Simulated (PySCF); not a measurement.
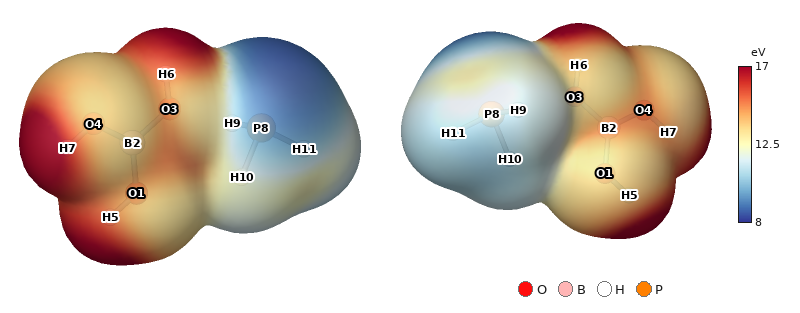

Figure 1: BH6O3P, SMILES `OB(O)O.P`. Average local ionisation energy on the surface of electron density 0.001 a.u. (back view left, front view right).

Level of theory: CAM-B3LYP/def2-SVPD (PySCF), at a geometry from GFN2-xTB. The pair's geometry is semi-empirical, so its contact may be too short or too long. GFN2-xTB bond lengths at metals and heavier atoms can be off by up to 0.1 Å and shapes distorted, which carries into these values.

Cartesian coordinates (Å):

```
O1      -1.1202    1.3439    0.0799
B2      -1.2702   -0.0027    0.0364
O3      -0.1530   -0.7512    0.1874
O4      -2.4587   -0.6522   -0.1420
H5      -1.9077    1.8761   -0.0221
H6      -0.2969   -1.6958    0.1292
H7      -3.2467   -0.1226   -0.2491
P8       2.2939   -0.0866   -0.1200
H9       2.1238    0.0683    1.2440
H10      1.6077    1.0787   -0.4036
H11      3.5180    0.5846   -0.0833
```

Q: Locate the minima of the map.

A: The lowest value is 8.5 eV, 2.4 Å from P8. Further minima include 10.2 eV, 1.7 Å from H11; 13.1 eV, off the O3–H6 bond (1.9 to 2.0 Å from its atoms). For comparison, the highest occupied orbital lies at −8.2 eV.

Run time: 30 s on 1 thread of Intel(R) Xeon(R) Platinum 8175M CPU @ 2.50GHz (Skylake/Cascade Lake), with other jobs on the host, peak memory 0.65 GiB.
